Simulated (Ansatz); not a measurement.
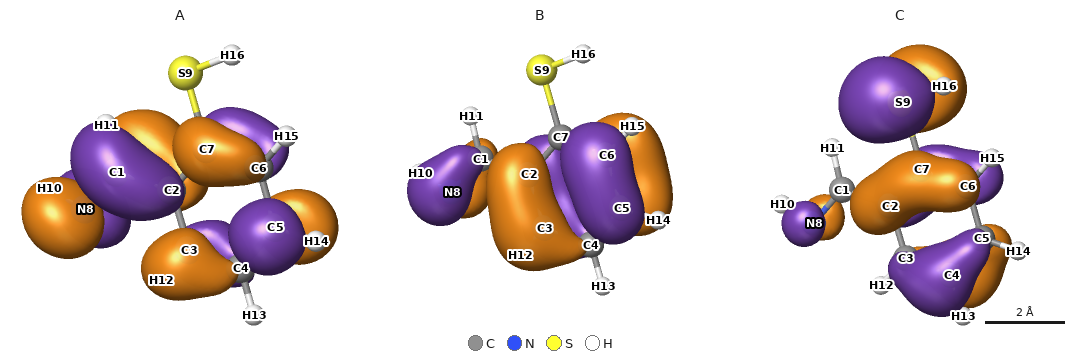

The picture shows: C$_{7}$H$_{7}$NS (SMILES N=Cc1ccccc1S). Three frontier orbitals at ±0.08 Å⁻³ᐟ² (orange and purple are the two phases), in no order.

Geometry: r2SCAN-D4/def2-SVP.

The calculation used isolated molecule in a Gaussian basis; Kohn-Sham density functional theory, functional PBE0 (Ansatz).

```yaml
atoms:
  - { symbol: C, position_ang: [-0.5546, -0.2210, -1.3804] }
  - { symbol: C, position_ang: [-0.7141, -0.7109, -0.0003] }
  - { symbol: C, position_ang: [-1.6959, -1.6795, 0.2786] }
  - { symbol: C, position_ang: [-1.8827, -2.1714, 1.5653] }
  - { symbol: C, position_ang: [-1.0759, -1.6918, 2.6056] }
  - { symbol: C, position_ang: [-0.0965, -0.7325, 2.3553] }
  - { symbol: C, position_ang: [0.0973, -0.2312, 1.0562] }
  - { symbol: N, position_ang: [-1.2837, -0.6494, -2.3387] }
  - { symbol: S, position_ang: [1.3425, 0.9919, 0.7249] }
  - { symbol: H, position_ang: [-1.0196, -0.1893, -3.2152] }
  - { symbol: H, position_ang: [0.2382, 0.5406, -1.5244] }
  - { symbol: H, position_ang: [-2.3020, -2.0248, -0.5634] }
  - { symbol: H, position_ang: [-2.6505, -2.9240, 1.7634] }
  - { symbol: H, position_ang: [-1.2080, -2.0669, 3.6248] }
  - { symbol: H, position_ang: [0.5260, -0.3674, 3.1776] }
  - { symbol: H, position_ang: [1.7804, 1.0749, 1.9994] }
```

**Which picture is the HOMO−1, the HOMO and the LUMO?**

B is the HOMO−1 (−7.40 eV). It lies mainly on C3 (about 20 %), C6 (about 20 %), C5 (about 15 %), C2 (about 15 %) and N8 (about 10 %); it changes sign across the molecular plane (π type); π-bonding across C2–C3 and C5–C6. C is the HOMO (−6.60 eV). It lies mainly on S9 (about 40 %), C4 (about 15 %), C7 (about 10 %), C2 (about 10 %) and C6 (about 5 %); it changes sign across the molecular plane (π type); π-bonding across C2–C7. A is the LUMO (−1.69 eV). Its weight (Hirshfeld) is mainly on N8 (about 20 %), C1 (about 20 %), C5 (about 15 %), C2 (about 10 %), C3 (about 10 %) and C7 (about 10 %); it changes sign across the molecular plane (π type); π-bonding across C1–C2; π-antibonding (a node) across C1–N8, C2–C3 and C2–C7.

**What is the HOMO–LUMO gap?**

4.91 eV between the orbital energies.
